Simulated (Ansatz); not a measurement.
**How Al2Pt absorbs and reflects light**

What colour and refractive index does Al2Pt have at this level of theory? The cell comes from an older database entry, whose edges can differ from later determinations, mostly by under a per cent.

Program: Ansatz 0.2.0. Level of theory: DFT, PBE, plane-wave PAW, default files, scalar-relativistic, independent-particle optical response without local fields. Results are calculated unless marked as measured.

The database entry behind the starting cell differs from later determinations by our own check (0.1 to 0.3 % short, probably kX units), so it need not match the best structure at ambient conditions.

## 1. The structure

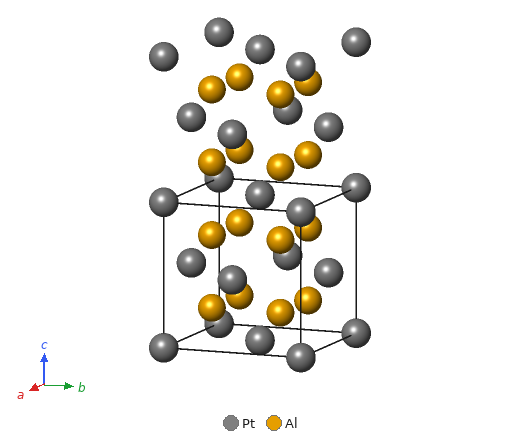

The cell as given, slightly off an axis (platinum grey, aluminium orange). 1×1×2 cells are drawn. This picture shows the conventional cell, with its axes. Some periodic images of atoms are drawn too.

Coordinates:

```cif
data_structure
_symmetry_space_group_name_H-M 'P 1'
_symmetry_Int_Tables_number 1
_cell_length_a 4.1790
_cell_length_b 4.1790
_cell_length_c 4.1790
_cell_angle_alpha 60.000
_cell_angle_beta 60.000
_cell_angle_gamma 60.000
_cell_volume 51.61
loop_
_atom_site_label
_atom_site_type_symbol
_atom_site_fract_x
_atom_site_fract_y
_atom_site_fract_z
_atom_site_occupancy
Pt1 Pt 0.00000 0.00000 0.00000 1
Al2 Al 0.75000 0.75000 0.75000 1
Al3 Al 0.25000 0.25000 0.25000 1
```

## 2. Ground state and bands

First the ground state: is it a metal or has it a gap?

This step: DFT, PBE, plane-wave PAW, default files, scalar-relativistic, ground state (Ansatz 0.2.0).

Contents of input.yaml:

```yaml
crystal:
  lattice:
    - [0.0, 2.955, 2.955]
    - [2.955, 0.0, 2.955]
    - [2.955, 2.955, 0.0]
  atoms:
    - { symbol: Pt, position: [0.0, 0.0, 0.0] }
    - { symbol: Al, position: [0.75, 0.75, 0.75] }
    - { symbol: Al, position: [0.25, 0.25, 0.25] }
kpoints:
  mp_grid: { grid: [7, 7, 7] }
  band_path:
    path:
      - [[0.0, 0.0, 0.0], [0.5, 0.0, 0.5], [0.5, 0.25, 0.75], [0.375, 0.375, 0.75], [0.0, 0.0, 0.0], [0.5, 0.5, 0.5], [0.625, 0.25, 0.625], [0.5, 0.25, 0.75], [0.5, 0.5, 0.5], [0.375, 0.375, 0.75]]
      - [[0.625, 0.25, 0.625], [0.5, 0.0, 0.5]]
    npoints: 6
scf:
  occupations: { method: fermi_dirac, width: 0.05 }
  n_extra_bands: 7
hamiltonian:
  xc: pbe
  pseudopotentials: { kind: paw }
output:
  forces: true
  stress: true
  populations: true
  write_bands: true
  write_density: true
  write_potential: true
  elf: true
  volumetric_format: npy
```

On the command line:

```
$ ansatz run input.yaml --threads 4 --pin off --max-ram 8192MiB --backend cpu --events-out ev --progress --plain --runs-dir out
```

Numbers of over 12 decimals in the logs are rounded to 6 here.

What it wrote:

```text
scf.n_extra_bands = 7 over 12 filled bands (N_el = 24.0): the run solves 19 bands
Engine: ansatz 0.2.0, aarch64-unknown-linux-gnu
Pseudopotentials: kind: paw
Pseudopotential: Pt, paw, valence charge 18, recommended cutoff 420 eV (normal), Pt.paw.azcp
Pseudopotential: Al, paw, valence charge 3, recommended cutoff 420 eV (normal), Al.paw.azcp
Functional definition: PBE
  parameter kappa = 0.804
  parameter beta = 0.066725
  exchange = pbe_x(kappa = kappa, mu = beta*pi^2/3)
  correlation = pbe_c(beta = beta)
Crystal: 3 atoms, lattice volume = 51.606 Å³
Basis set: ecut = 420 eV, 965 PW (Γ), exchange–correlation on 60×60×60 points (8 copies of the dense FFT grid, shifted against one another)
Bands: 19, of which v1, the nominal top of the filled ones, is band 12 counted from 1 (11 counted from 0)
Symmetry: 48 space group operations
Space group: Fm-3m (ITA 225), of the structure as read, at distance tolerance 3.7e-5 Å
k-points: 20 of 343
Non-local potential: Pt, projectors of the file, l = 0: 3, l = 1: 2, l = 2: 2, l = 3: 1
Non-local potential: Al, projectors of the file, l = 0: 2, l = 1: 2, l = 2: 1
PAW form: soft (Blöchl's): semilocal exchange-correlation on the pseudo side does not see the compensation charge
PAW one-centre angular grid: Pt, 590 points (default); XC on 64 Gauss nodes
PAW one-centre angular grid: Al, 110 points (default); XC on 64 Gauss nodes
Initial density: superposition of atomic densities (neutral atoms: chi_scale 0, normalization atom), corrected by the library's trained network
Initial wavefunctions: pseudopotential atomic-orbital guess
Functional: x = pbe(κ = 0.804, μ = 0.219515), c = pbe(β = 0.066725)
SCF iter   1: F=—  HF=-13600.660214 eV  |F-HF|=—  |Δ(HF+E_count)|=         —  Δρ=1.92e-3  dr2=2.93e-3  ethr=1.77e-3  ⟨swp⟩=5.8  Hψ=1995  notcnv=0  defer=1
preconditioner: auto → Kerker (q_TF=auto, 2.401 Å⁻¹)  [metal: Δε(μ)=0.067 eV  Ē_g=10.134 eV  σ=0.050 eV  W_gap=0.30  n_scr=14 (ndim 8)  ℏωp=20.7 eV  f_vac=0.001  D(μ)=1.95/eV (n_scr^D=14)]
SCF iter   2: F=—  HF=-13600.660147 eV  |F-HF|=—  |Δ(HF+E_count)|=   6.64e-5  Δρ=8.31e-4  dr2=3.79e-4  ethr=1.22e-5  ⟨swp⟩=1.9  Hψ=609  notcnv=0  defer=21
SCF iter   3: F=—  HF=-13600.660158 eV  |F-HF|=—  |Δ(HF+E_count)|=   1.09e-5  Δρ=3.24e-4  dr2=5.46e-5  ethr=1.58e-6  ⟨swp⟩=1.9  Hψ=469  notcnv=0  defer=21
SCF iter   4: F=—  HF=-13600.660113 eV  |F-HF|=—  |Δ(HF+E_count)|=   4.49e-5  Δρ=5.96e-5  dr2=2.99e-6  ethr=2.28e-7  ⟨swp⟩=2.5  Hψ=562  notcnv=0  defer=21
SCF iter   5: F=—  HF=-13600.660113 eV  |F-HF|=—  |Δ(HF+E_count)|=   4.06e-7  Δρ=1.74e-5  dr2=3.54e-7  ethr=1.25e-8  ⟨swp⟩=2.0  Hψ=395  notcnv=0  defer=21
SCF iter   6: F=-13600.660113 eV  HF=-13600.660113 eV  |F-HF|=8.84e-9  |Δ(HF+E_count)|=   9.69e-8  Δρ=8.32e-6  dr2=4.31e-8  ethr=4.17e-10  ⟨swp⟩=11.8  Hψ=2550  notcnv=0
SCF 1 converged in 6 iterations: F = -13600.660113 eV  dr2 = 4.31e-8
  greatest PAW one-centre occupation: 1.000 electrons in one spin orbital (limit 2), on the Pt atom at site 0 (counted from 0), in its partial waves of l = 0
NSCF: frozen V_eff on 62 k-points
SCF converged after 6 iterations
Free energy (F): -13600.660113 eV
Harris-Foulkes:  -13600.660113 eV  (|F-HF|=8.84e-9)
Internal energy: -13600.644593 eV  (E = F + TS)
E sigma→0 (E₀):  -13600.652353 eV
Entropy (-TS):   -0.015520 eV (-5.173 meV/atom)
Fermi energy:    11.381765 eV
--- Per-component energies (eV) ---
  E_band       = -311.284477
  E_kinetic    = 687.116539
  E_local      = -2700.341269  (includes V_loc(G=0)·N_el)
  E_nonlocal   = 217.473867
  E_hartree    = 1072.557539
  E_xc         = -343.550392
  E_vxc        = -363.805510  (∫ρ·V_xc dr)
  E_paw        = -10388.748361  (= ΣΔE_a)
  E_vpaw       = -296.852874  (= ΣTr[D̂ρ^β])
  E_aug_tail   = 0.000184  (compensation charges beyond the density's cutoff)
  E_ewald      = -2145.152698
  E_smearing   = -0.015520  (= −TS)
  E_closure    = -0.000000  (closes the sum)
  Σ components = -13600.660113   (vs F -13600.660113, Δ=0.00e0)
--- Forces (eV/Å), atoms counted from 1 ---
  atom   1  Pt    -0.00000000    -0.00000000     0.00000000
  atom   2  Al     0.00000000     0.00000000     0.00000000
  atom   3  Al     0.00000000    -0.00000000    -0.00000000
  max |Σ_I F_I| component: 5.55e-17 eV/Å
--- Stress (GPa, compression-positive) ---
        2.507219      -0.000000       0.000000
        0.000000       2.507219      -0.000000
        0.000000      -0.000000       2.507219
  P = ⅓ Tr σ = 2.5072 GPa (25.072 kbar)
--- Band table (eV; the first three rows and the last of 20) ---
  k-point 0: bands = [... 8 lower, 7.6827, 7.6827, 14.3635, 15.2081, 15.2081, 15.2081, 16.8061, 16.8061, ... 3 higher]
  k-point 1: bands = [... 8 lower, 7.6562, 7.6562, 12.6656, 14.5265, 14.5265, 14.7616, 17.2493, 17.2766, ... 3 higher]
  k-point 2: bands = [... 8 lower, 7.6915, 7.6915, 9.8665, 13.3887, 13.3887, 15.2198, 16.7542, 16.7765, ... 3 higher]
  k-point 19: bands = [... 8 lower, 7.4824, 7.8970, 8.5781, 8.9950, 10.7246, 15.6288, 17.1388, 17.4706, ... 3 higher]
--- Löwdin populations: 3 sites ---
  site symbol       q [e]
     0     Pt     17.8104
     1     Al      3.0108
     2     Al      3.0108
  spilling = 0.007001 (of n_electrons = 24.000000)
```

Run time: 1.4 s. Hardware: 4 threads of Arm Neoverse V1, shared host; peak memory 0.32 GiB; 3.3 s of CPU time.

Reading the cycles: dr2 is the Hartree energy of the density residual (eV), the measure of convergence; HF is the Harris–Foulkes estimate of the energy, which meets the free energy F at convergence.

Numbers from this step:

- free energy: -13600.6601 eV
- Fermi energy: 11.38 eV
- electrons: 24
- symmetry operations: 48
- pressure: 2.507 GPa
- volume: 51.61 Å³
- gap on the path: 0 eV

There are states at the Fermi level within the smearing, so the occupations stay smeared and the carriers get a Drude term. The cell is left with a pressure of 2.5 GPa, as it stands unrelaxed at this level.

The electronic bands at the labelled points (eV, zero at the Fermi level; # counts the bands kept):

```csv
point,#6,#7,#8,#9,#10,#11,#12,#13
Γ,-3.70,2.98,3.83,3.83,3.83,5.42,5.42,5.42
X,-3.41,-3.20,-1.59,-1.59,3.16,3.39,8.04,10.78
W,-3.26,-2.77,-2.77,-0.88,5.21,5.21,6.19,6.30
K,-3.64,-3.04,-1.99,-0.59,3.31,5.42,6.76,8.61
Γ,-3.70,2.98,3.83,3.83,3.83,5.42,5.42,5.42
L,-3.48,-3.48,1.03,1.03,3.79,5.16,5.16,5.39
U,-3.64,-3.04,-1.99,-0.59,3.31,5.42,6.76,8.61
W,-3.26,-2.77,-2.77,-0.88,5.21,5.21,6.19,6.30
L,-3.48,-3.48,1.03,1.03,3.79,5.16,5.16,5.39
K,-3.64,-3.04,-1.99,-0.59,3.31,5.42,6.76,8.61
jump to U,-3.64,-3.04,-1.99,-0.59,3.31,5.42,6.76,8.61
X,-3.41,-3.20,-1.59,-1.59,3.16,3.39,8.04,10.78
```

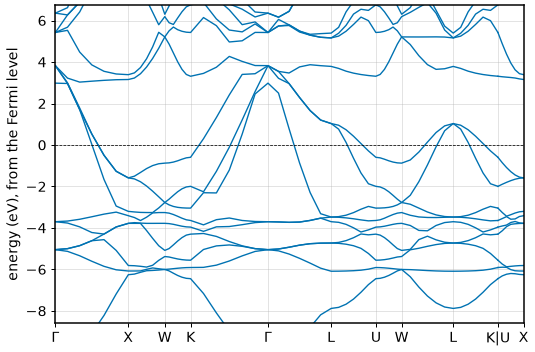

Electronic bands along the path.

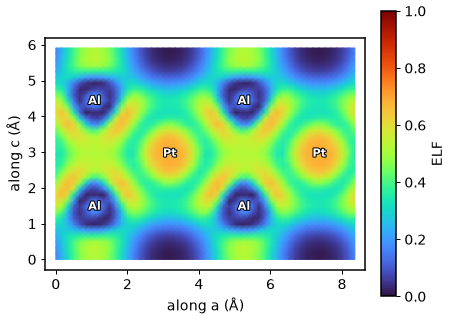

ELF in the ac plane of a cell with a along [110], b along [-110] and c along [001] of the cube at fractional y = 0.000, with atoms of Pt and Al within 0.2 Å of it. It is the smooth field of the valence electrons, not physical close to the nuclei. The map starts off the cell's origin, so that atoms lie inside it.

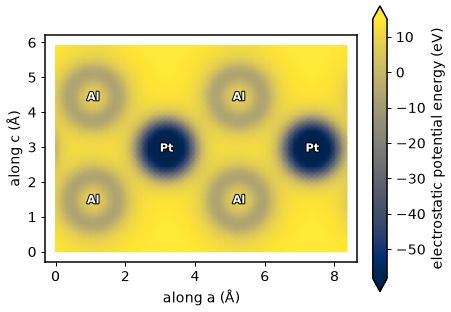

Electrostatic potential energy in the ac plane of a cell with a along [110], b along [-110] and c along [001] of the cube at fractional y = 0.000, with atoms of Pt and Al within 0.2 Å of it. With pseudopotentials it is smooth inside the atoms' cores, unlike the true potential. The map starts off the cell's origin, so that atoms lie inside it.

## 3. Spectrum

The spectrum is a sum over vertical transitions between filled and empty bands at the fixed density, so many empty bands are needed.

This step: DFT, PBE, plane-wave PAW, default files, scalar-relativistic, independent-particle optical response without local fields (Ansatz 0.2.0).

input.yaml, the sections that differ from step 2:

```yaml
kpoints:
  mp_grid: { grid: [9, 9, 9] }
scf:
  occupations: { method: fermi_dirac, width: 0.05 }
output:
  optics:
    e_range: [0, 20]
    de: 0.05
    sigma: 0.15
    drude_damping: 0.1
    nscf_kmesh: { grid: [10, 10, 10] }
    bands: { spectra_wanted_up_to: 20 }
# crystal, hamiltonian: as in step 2
```

What it wrote:

```text
[...]
Crystal: 3 atoms, lattice volume = 51.606 Å³
Basis set: ecut = 420 eV, 965 PW (Γ)
Bands: 16, of which v1, the nominal top of the filled ones, is band 12 counted from 1 (11 counted from 0)
[... 1 set-up line as in the run before ...]
[...]
k-points: 35 of 729
[...]
SCF iter   1: F=—  HF=-13600.675640 eV  |F-HF|=—  |Δ(HF+E_count)|=         —  Δρ=2.03e-3  dr2=1.82e-3  ethr=1.77e-3  ⟨swp⟩=5.9  Hψ=2946  notcnv=0
[...]
SCF iter   7: F=-13600.675890 eV  HF=-13600.675890 eV  |F-HF|=1.82e-12  |Δ(HF+E_count)|=  1.71e-10  Δρ=5.66e-8  dr2=1.42e-12  ethr=1.00e-12  ⟨swp⟩=3.6  Hψ=1484  notcnv=0
SCF 1 converged in 7 iterations: F = -13600.675890 eV  dr2 = 1.42e-12
[...]
NSCF: frozen V_eff on 47 k-points
output.optics: what the bands over the 41 summed would add to eps1, eps2 and the energy-loss function is held between a lower and an upper bound (8 Lanczos steps). eps1, eps2 and their loss function (loss_summed_bands) are given on every row as the summed bands alone make them. Along an axis, on a row where the two bounds hold the loss function to about 1 % of the greater of itself and 0.5 % of |1/eps|, its cell (loss_completed) is given, with the completed eps1 and eps2 that it is formed of (a cell that is left empty reads nan in the table and null in the record). The two bounds hold it so along every axis on all 400 rows up to 20.000 eV. [rest of the remark cut]
SCF converged after 7 iterations
Free energy (F): -13600.675890 eV
[...]
Internal energy: -13600.668605 eV  (E = F + TS)
E sigma→0 (E₀):  -13600.672248 eV
Entropy (-TS):   -0.007286 eV (-2.429 meV/atom)
Fermi energy:    11.480453 eV
[...]
--- Band table (eV; the first three rows and the last of 35) ---
  k-point 0: bands = [... 8 lower, 7.6921, 7.6921, 14.3595, 15.2085, 15.2085, 15.2085, 16.8074, 16.8074]
  k-point 1: bands = [... 8 lower, 7.6733, 7.6733, 13.3297, 14.6514, 14.7545, 14.7545, 17.3184, 17.3184]
  k-point 2: bands = [... 8 lower, 7.6642, 7.6642, 11.0461, 13.8962, 13.8962, 15.0598, 16.9128, 16.9616]
  k-point 34: bands = [... 8 lower, 7.5270, 7.9466, 8.5964, 8.9218, 10.6419, 16.2495, 16.5663, 17.2862]
```

Wall time 14 s (4 threads); peak memory 0.95 GiB; 54 s of CPU time.

Numbers from this step:

| Quantity | Value |
| --- | --- |
| main peak of the optical conductivity above 1 eV, first axis | 8.465 eV |
| Drude plasma energy, first axis | 7.969 eV |
| bands summed | 41 |
| spectra valid up to | 29.41 eV |
| program's estimate of the k-sum error in Im epsilon | 0.22 % |
| electrons in the f-sum | 17.76 |

The Im ε, any direction has structure finer than the step of the table below, so its rows give means over 1 eV, whole bins alone (the curve runs from 0.3 to 20 eV). Peaks (eV: height): 4.0: 12.7, 8.4: 6.74.

Table of Im ε, any direction by photon energy; means over each step:

```
photon energy (eV)  Im ε, any direction
                 1                 32.3
                 2                 4.81
                 3                 4.04
                 4                 12.1
                 5                 6.68
                 6                 3.68
                 7                 3.75
                 8                 5.14
                 9                 4.03
                10                 2.97
                11                 2.36
                12                 1.70
                13                 1.36
                14                 1.05
                15                0.841
                16                0.787
                17                0.749
                18                0.715
                19                0.703
```

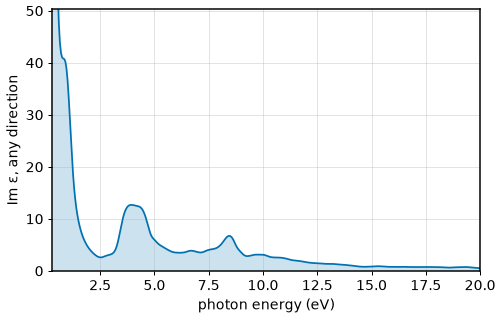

Im ε, any direction against photon energy. Below 1 eV the curve runs off the scale.

Re ε, any direction against photon energy:

```csv
photon energy (eV),"Re ε, any direction"
2,-13.4
4,0.898
6,-1.16
8,1.10
10,-1.30
12,-1.14
14,-0.657
16,-0.0935
18,0.110
20,0.142
```

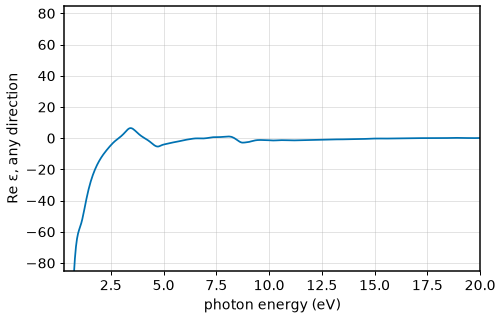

Re ε, any direction against photon energy. Below 1 eV the curve runs off the scale.

The reflectivity at normal incidence, any direction has structure finer than the step of the table below, so its rows give means over 1 eV, whole bins alone (the curve runs from 0.3 to 20 eV). Peaks (eV: height): 4.8: 56.7, 8.8: 47.6.

Reflectivity at normal incidence, any direction against photon energy; means over each step:

```
photon energy (eV)  reflectivity at normal incidence, any direction (%)
                 1                                                 90.5
                 2                                                 84.0
                 3                                                 31.5
                 4                                                 44.5
                 5                                                 52.4
                 6                                                 35.9
                 7                                                 26.0
                 8                                                 28.6
                 9                                                 43.4
                10                                                 36.4
                11                                                 37.9
                12                                                 38.3
                13                                                 34.4
                14                                                 34.5
                15                                                 25.5
                16                                                 20.7
                17                                                 16.3
                18                                                 14.5
                19                                                 12.0
```

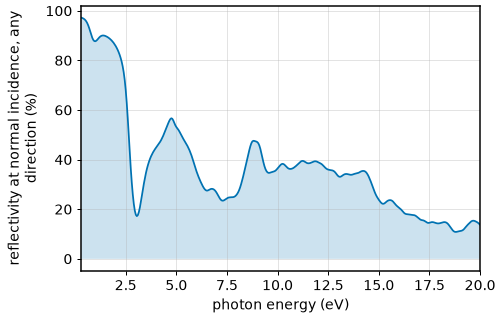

Reflectivity at normal incidence, any direction, plotted against photon energy.

Values under 1 per cm are given as 1. Table of absorption coefficient, any direction by photon energy:

```csv
photon energy (eV),"absorption coefficient, any direction (1/cm)"
1.00,8.1e5
2.00,7.5e5
3.00,3.1e5
4.00,9.8e5
5.00,1.2e6
6.00,9.5e5
7.00,9.6e5
8.00,1.1e6
9.00,1.7e6
10.00,1.5e6
11.00,1.6e6
12.00,1.5e6
13.00,1.4e6
14.00,1.4e6
15.00,1.1e6
16.00,1.1e6
17.00,1.0e6
18.00,1.0e6
19.00,9.9e5
20.00,9.1e5
```

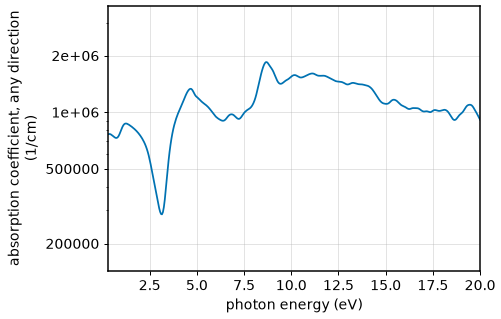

Absorption coefficient, any direction against photon energy.

The refractive index n and extinction k by photon energy:

```csv
photon energy (eV),n,k
2,0.572,3.71
4,2.61,2.43
6,1.13,1.56
8,1.74,1.38
10,1.02,1.53
12,0.662,1.26
14,0.547,0.978
16,0.585,0.660
18,0.652,0.562
20,0.587,0.450
```

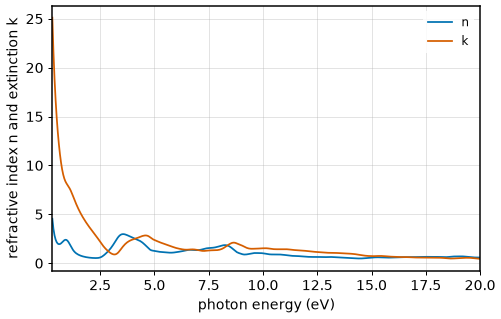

Refractive index n and extinction k against photon energy.

From ε follow the optical constants at some laser and lamp lines:

```csv
wavelength (nm),n,k,R (%),1/α
1550,2.25,9.064,90.3,14 nm
800,0.82,5.329,89.7,12 nm
633,0.58,3.834,86.4,13 nm
532,0.53,2.732,78.4,15 nm
450,0.98,1.475,35.8,24 nm
365,2.83,1.259,30.3,23 nm
248,1.26,2.376,53.2,8.3 nm
```

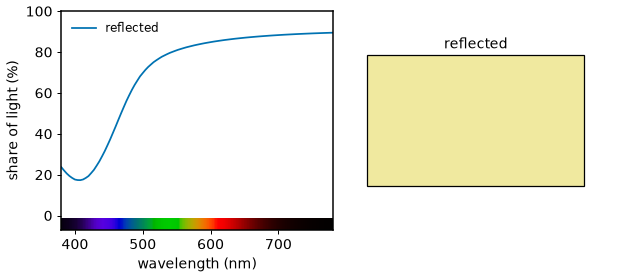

Light reflected across the visible range, with the colour that it makes of daylight (sRGB).

In reflection the computed colour is yellow: x = 0.366, y = 0.407, luminous reflectivity 79 %.

## 4. Results

```
gap on the path                                              : 0 eV
main peak of the optical conductivity above 1 eV, first axis : 8.47 eV
Drude plasma energy, first axis                              : 7.97 eV
```

What this shows: At this level (PBE, independent particles) Al2Pt is a metal with a Drude plasma energy of 8.0 eV; it reflects 81 % at 550 nm. Along x the bare Drude plasma energy is 8.0 eV; Re ε first rises through zero at 2.87 eV, far lower, because interband transitions screen the carriers. Im ε is 3.0 there, so the loss peak at that energy is weak. In reflection the computed colour is yellow: x = 0.366, y = 0.407, luminous reflectivity 79 %. In the base run ε includes the program's bounded estimate of what the bands above those summed add. The carriers' damping of 0.1 eV is typed, not computed; at 0.8 eV the carriers give 30 % of Im ε along the first axis; the rest comes from the sum over bands, which at low energy also holds close bands and the noise of the mesh. Spin-orbit coupling is left out although heavy atoms are present. The Fermi-Dirac width of 0.05 eV acts as an electron temperature of 580 K in the carriers' term.

[Logs are printed without paths, hosts, clocks, repeated set-up lines and the standing remarks that a program may print on its own settings, such as how far it seeks lower states.]

[Hosts, paths, dates, database ids (printed as entryN), source tags and the programs' standing remarks are cut or masked in the printed files.]
